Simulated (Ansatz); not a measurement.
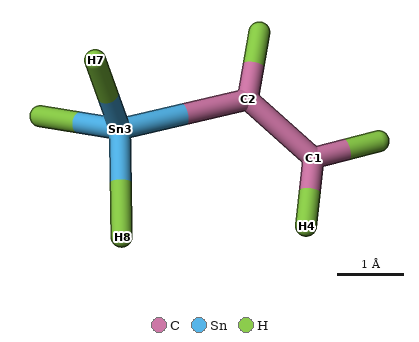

The input geometry (stick view, seen at a tilt; atoms are numbered from 1 in the order of the input). Sticks mark near contacts.

# Nudged elastic band, with input and output: C$_{2}$H$_{6}$Sn

System: C$_{2}$H$_{6}$Sn, SMILES C=[CH][SnH3].
Method: RKS PBE/def2-SVP (Ansatz 0.2.0).

One setting was made poor on purpose. It belongs to a series of runs on one base structure; here: band between the two ends. Figures and captions count atoms from 1; the log counts them from 0 in places.

**Input**
```yaml
crystal:
  periodic: [false, false, false]
  atoms:
    - { symbol: C, position_ang: [-0.835604, 0.898136, -1.147734] }
    - { symbol: C, position_ang: [0.133264, 0.823051, -0.21707] }
    - { symbol: Sn, position_ang: [0.559183, -0.973294, 0.894828] }
    - { symbol: H, position_ang: [-1.479664, 0.038135, -1.40325] }
    - { symbol: H, position_ang: [-1.035812, 1.831192, -1.706236] }
    - { symbol: H, position_ang: [0.744458, 1.719931, -0.006725] }
    - { symbol: H, position_ang: [2.194348, -1.475354, 0.633831] }
    - { symbol: H, position_ang: [-0.527653, -2.201444, 0.345428] }
    - { symbol: H, position_ang: [0.33598, -0.706654, 2.589829] }
basis:
  gaussian: { orbitals: def2-SVP }
hamiltonian:
  xc: pbe
neb:
  order_check: false
  images: 2
  f_tol: 0.05
  max_iterations: 60
  climbing: true
  final_atoms:
    - { symbol: C, position_ang: [-0.32267839, 0.99609495, -1.31943956] }
    - { symbol: C, position_ang: [-0.47797847, 0.70811533, -0.01431872] }
    - { symbol: Sn, position_ang: [0.44054086, -0.99640127, 0.93504013] }
    - { symbol: H, position_ang: [0.29211571, 0.37573968, -1.99500532] }
    - { symbol: H, position_ang: [-0.80687801, 1.87475083, -1.78388819] }
    - { symbol: H, position_ang: [-1.10691202, 1.36968811, 0.60921548] }
    - { symbol: H, position_ang: [1.37845002, -1.82506095, -0.25856801] }
    - { symbol: H, position_ang: [-0.76828329, -2.0590441, 1.57129025] }
    - { symbol: H, position_ang: [1.4601236, -0.49018358, 2.23857493] }
  initial_path:
    images:
      - { positions_ang: [[-0.835604, 0.898136, -1.147734], [0.133264, 0.823051, -0.21707], [0.559183, -0.973294, 0.894828], [-1.479664, 0.038135, -1.40325], [-1.035812, 1.831192, -1.706236], [0.744458, 1.719931, -0.006725], [2.194348, -1.475354, 0.633831], [-0.527653, -2.201444, 0.345428], [0.33598, -0.706654, 2.589829]] }
      - { positions_ang: [[-0.63690413, 0.84582149, -1.2214813], [-0.05835575, 0.84554055, -0.09459377], [0.46471704, -0.95489656, 0.8951265], [-0.8881089, -0.01931295, -1.67373227], [-0.93140587, 1.7922881, -1.75783621], [0.1806245, 1.7797597, 0.34300889], [1.92932645, -1.59867908, 0.19727282], [-0.75203529, -2.10146936, 0.7210798], [0.78064195, -0.63535289, 2.57405655]] }
      - { positions_ang: [[-0.46592893, 0.87847447, -1.27871649], [-0.26210324, 0.80722866, -0.02701001], [0.42516966, -0.96259898, 0.90853054], [-0.29751566, 0.09322194, -1.87098405], [-0.85509454, 1.80680771, -1.78372028], [-0.43649884, 1.66301207, 0.54832238], [1.65736046, -1.71524806, -0.10019351], [-0.83224539, -2.05400273, 1.12970055], [1.15535649, -0.56319608, 2.45697186]] }
      - { positions_ang: [[-0.32267839, 0.99609495, -1.31943956], [-0.47797847, 0.70811533, -0.01431872], [0.44054086, -0.99640127, 0.93504013], [0.29211571, 0.37573968, -1.99500532], [-0.80687801, 1.87475083, -1.78388819], [-1.10691202, 1.36968811, 0.60921548], [1.37845002, -1.82506095, -0.25856801], [-0.76828329, -2.0590441, 1.57129025], [1.4601236, -0.49018358, 2.23857493]] }
```

Command:
```bash
ansatz run input.yaml --threads 1 --pin off --max-ram 2048MiB --backend cpu --events-out ev --progress --plain --runs-dir out
```

**Output**
```
Engine: ansatz 0.2.0, aarch64-unknown-linux-gnu
Functional definition: PBE
  parameter kappa = 0.804
  parameter beta = 0.06672455060314922
  exchange = pbe_x(kappa = kappa, mu = beta*pi^2/3)
  correlation = pbe_c(beta = beta)
955 factors; their error is unknown
mean field evaluation 1: about -7989.4552 eV, gradient 5.0e1 eV
mean field evaluation 2: about -7972.7794 eV, gradient 8.7e1 eV
mean field evaluation 4: about -7996.5356 eV, gradient 2.9e0 eV
mean field evaluation 8: about -7996.5732 eV, gradient 1.1e-1 eV
mean field evaluation 16: about -7996.5454 eV, gradient 1.1e-4 eV
mean field -7996.54540713 eV, -293.8676234588 hartree, gradient 1.4e-5 eV, S^2 0.000000; 0 other end points of the search recorded, 0 dependent functions left out
the calculation of the forces begins
reference -7996.54544699 eV, -293.8676249238 hartree; 20, 20 occupied and 64, 64 virtual orbitals, 955 factors
955 factors; their error is unknown
mean field evaluation 32: about -7996.5454 eV, gradient 2.5e-3 eV
mean field -7996.54536933 eV, -293.8676220696 hartree, gradient 1.3e-5 eV, S^2 0.000000; 0 other end points of the search recorded, 0 dependent functions left out
[... from here on the field's lines of each further geometry are left out, up to the last ...]
NEB iter   1: max|band force component| = 4.063e0 eV/Å  barrier→ = 0.5812 eV  barrier← = 0.5811 eV  Δτ_max = 0.1420 Å  (105 SCF iters)
NEB iter   2: max|band force component| = 8.604e-1 eV/Å  barrier→ = 0.0672 eV  barrier← = 0.0671 eV  Δτ_max = 0.1582 Å  (54 SCF iters)
NEB iter   3: max|band force component| = 1.207e0 eV/Å  barrier→ = 0.1683 eV  barrier← = 0.1682 eV  Δτ_max = 0.0834 Å  (54 SCF iters)
NEB iter   4: max|band force component| = 3.828e-1 eV/Å  barrier→ = 0.0534 eV  barrier← = 0.0534 eV  CI = image 1  Δτ_max = 0.1175 Å  (54 SCF iters)
NEB iter   5: max|band force component| = 1.216e-1 eV/Å  barrier→ = 0.0305 eV  barrier← = 0.0304 eV  CI = image 1  Δτ_max = 0.0620 Å  (56 SCF iters)
NEB iter   6: max|band force component| = 6.524e-2 eV/Å  barrier→ = 0.0296 eV  barrier← = 0.0296 eV  CI = image 1  Δτ_max = 0.0789 Å  (56 SCF iters)
the calculation of the forces begins
reference -7996.52302171 eV, -293.8668008099 hartree; 20, 20 occupied and 64, 64 virtual orbitals, 955 factors
955 factors; their error is unknown
mean field evaluation 192: about -7996.5132 eV, gradient 2.0e-3 eV
mean field -7996.51316246 eV, -293.8664384891 hartree, gradient 1.4e-5 eV, S^2 0.000000; 1 other end points of the search recorded, 0 dependent functions left out
the calculation of the forces begins
reference -7996.51320303 eV, -293.8664399799 hartree; 20, 20 occupied and 64, 64 virtual orbitals, 955 factors
NEB iter   7: max|band force component| = 4.109e-2 eV/Å  barrier→ = 0.0322 eV  barrier← = 0.0322 eV  CI = image 1  Δτ_max = 0.0000 Å  (108 SCF iters)
```

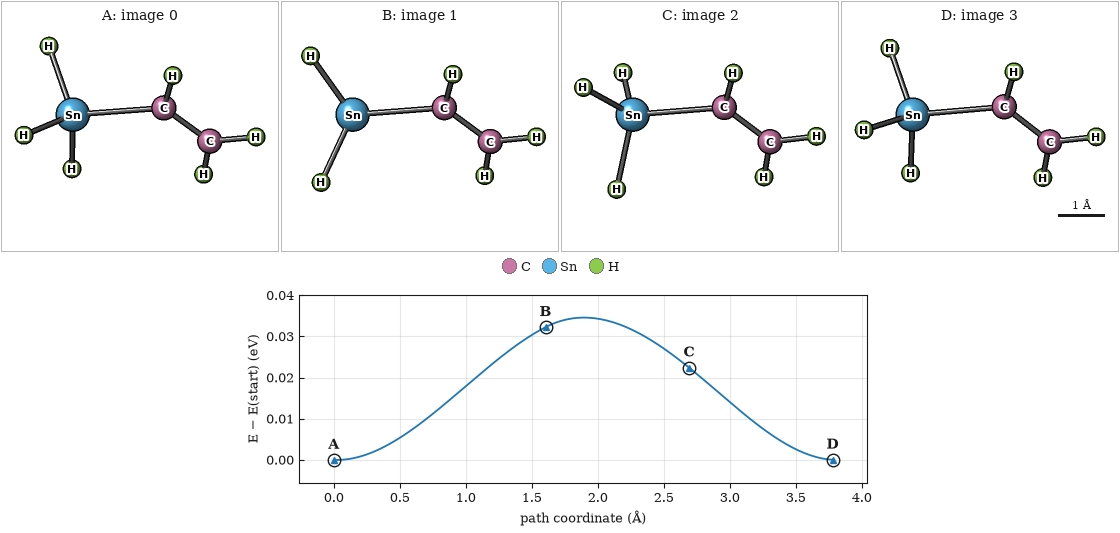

Images of the last band (counted from 0; ball-and-stick, seen at a tilt) above the energy along the path; the line is a cubic interpolation that uses the forces. The highest image is number 1, 0.032 eV above the start and 0.032 eV above the end (the climbing image); start and end have the same energy. The path is 3.78 Å long. The band converged in 7 iterations.

```
Total energy: -7996.51320303 eV, -293.8664399799 hartree
Atom 0 at    -0.636089     0.882506    -1.297302 Å, force     0.003689     0.033307     0.042397 eV/Å
Atom 1 at    -0.094893     0.844458    -0.065432 Å, force     0.011187    -0.038406    -0.035631 eV/Å
Atom 2 at     0.502219    -0.977129     0.934022 Å, force    -0.008900     0.032008    -0.022811 eV/Å
Atom 3 at    -0.828592    -0.025613    -1.896226 Å, force     0.003473     0.007295     0.017608 eV/Å
Atom 4 at    -0.919520     1.838104    -1.776339 Å, force    -0.000373    -0.011439     0.003491 eV/Å
Atom 5 at     0.070973     1.791729     0.480044 Å, force    -0.008432     0.003723    -0.024848 eV/Å
Atom 6 at     1.885490    -1.662666     0.152333 Å, force     0.002419    -0.002730     0.010966 eV/Å
Atom 7 at    -0.791767    -2.122905     0.874663 Å, force     0.007452    -0.009106     0.010653 eV/Å
Atom 8 at     0.900680    -0.614785     2.577137 Å, force    -0.010514    -0.014652    -0.001826 eV/Å
Dipole moment:    -0.036818     0.097275    -0.064833 e Å
this run last wrote the band of iteration 7 to [file]
```

**The last band as extended XYZ (Å, eV, eV/Å)**
```
9
Properties=species:S:1:pos:R:3:forces:R:3 image=0 energy=-7996.54541
C    -0.8356    0.8981   -1.1477   -0.0064  -0.0005  -0.0060
C     0.1333    0.8231   -0.2171    0.0000   0.0104  -0.0039
Sn    0.5592   -0.9733    0.8948   -0.0023  -0.0056  -0.0010
H    -1.4797    0.0381   -1.4033    0.0015   0.0027  -0.0012
H    -1.0358    1.8312   -1.7062    0.0032  -0.0060   0.0062
H     0.7445    1.7199   -0.0067    0.0003  -0.0031   0.0019
H     2.1943   -1.4754    0.6338    0.0007  -0.0009  -0.0005
H    -0.5277   -2.2014    0.3454    0.0032   0.0030   0.0029
H     0.3360   -0.7067    2.5898   -0.0003   0.0000   0.0015
9
Properties=species:S:1:pos:R:3:forces:R:3 image=1 energy=-7996.51316
C    -0.6361    0.8825   -1.2973    0.0037   0.0333   0.0424
C    -0.0949    0.8445   -0.0654    0.0112  -0.0384  -0.0356
Sn    0.5022   -0.9771    0.9340   -0.0089   0.0320  -0.0228
H    -0.8286   -0.0256   -1.8962    0.0035   0.0073   0.0176
H    -0.9195    1.8381   -1.7763   -0.0004  -0.0114   0.0035
H     0.0710    1.7917    0.4800   -0.0084   0.0037  -0.0248
H     1.8855   -1.6627    0.1523    0.0024  -0.0027   0.0110
H    -0.7918   -2.1229    0.8747    0.0075  -0.0091   0.0107
H     0.9007   -0.6148    2.5771   -0.0105  -0.0147  -0.0018
9
Properties=species:S:1:pos:R:3:forces:R:3 image=2 energy=-7996.52298
C    -0.4661    0.9199   -1.3424   -0.0112   0.0207  -0.0366
C    -0.2740    0.8061   -0.0165    0.0101  -0.0128   0.0307
Sn    0.4625   -0.9820    0.9417    0.0097  -0.0122   0.0116
H    -0.2515    0.1005   -2.0506    0.0131  -0.0069   0.0033
H    -0.8556    1.8504   -1.7948    0.0067   0.0040   0.0016
H    -0.5056    1.6687    0.6345   -0.0218   0.0022  -0.0003
H     1.6190   -1.7494   -0.0909   -0.0118   0.0021   0.0044
H    -0.8335   -2.0868    1.2466   -0.0110  -0.0039   0.0016
H     1.1932   -0.5738    2.4553    0.0162   0.0068  -0.0164
9
Properties=species:S:1:pos:R:3:forces:R:3 image=3 energy=-7996.54537
C    -0.3227    0.9961   -1.3194    0.0009   0.0020  -0.0066
C    -0.4780    0.7081   -0.0143    0.0022  -0.0071   0.0031
Sn    0.4405   -0.9964    0.9350   -0.0046   0.0056  -0.0046
H     0.2921    0.3757   -1.9950    0.0037  -0.0061   0.0010
H    -0.8069    1.8748   -1.7839   -0.0006   0.0015   0.0077
H    -1.1069    1.3697    0.6092   -0.0009  -0.0006   0.0008
H     1.3784   -1.8251   -0.2586   -0.0018   0.0032   0.0024
H    -0.7683   -2.0590    1.5713    0.0020   0.0017   0.0002
H     1.4601   -0.4902    2.2386   -0.0008  -0.0002  -0.0039
```

**Results in brief**

- outcome: converged
- barrier, forward: 0.032 eV
- barrier, backward: 0.032 eV
- hardware: 1 thread of Arm Neoverse V2, 24 GiB of memory available, shared host
- wall time: 31 s
- peak memory: 0.12 GiB

A deliberately poor setting: few images. The order of the saddle point was not checked.
